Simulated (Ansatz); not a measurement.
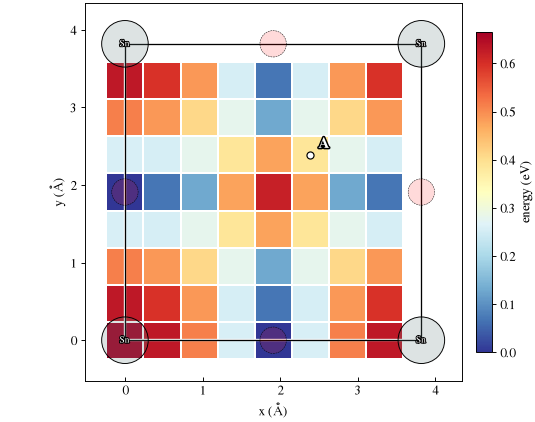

C on a two-dimensional sheet of SnO (4 atoms of substrate and one adsorbate in a 1 × 1 cell). C is moved over the surface cell; relaxed at each place: the height of the adsorbate's atoms; substrate rigid; the origin of the map has the adsorbate above Sn4. Places are given modulo a cell vector. The map is drawn in real space over the plane of the surface. The grid has 8 × 8 points; 15 points were computed and 49 follow by symmetry. Energies: eV, counted from the lowest grid point. Energies and slopes of some neighbouring points disagree (a jump in structure or state, or too coarse a mesh). The relaxed height changes by up to 0.9 Å between neighbouring points. The magnetic moment jumps between some neighbouring points. With one adsorbate in each 1 × 1 cell, its nearest image is 3.8 Å away, so neighbouring adsorbates interact. All numbers below come from Ansatz 0.2.0, DFT PBE+D3(BJ), scalar-relativistic, plane waves, PAW. Settings: cutoff 420 eV, k-mesh 7×7×1, gaussian smearing 0.05 eV, spin-polarised.

The picture shows one coloured cell a grid point, labelled circles for the atoms of the top layer and small ones for the second layer, the outline of one cell of the plane, the point A.

Is A at rest? If not, where is it pushed?

A, at (5/8, 5/8) of the cell vectors, is not a stationary point. The computed force is 0.41 eV/Å in the plane, pointing up and right in the picture (components 0.29 and 0.29 eV/Å).

PAW datasets: the set soft_1.
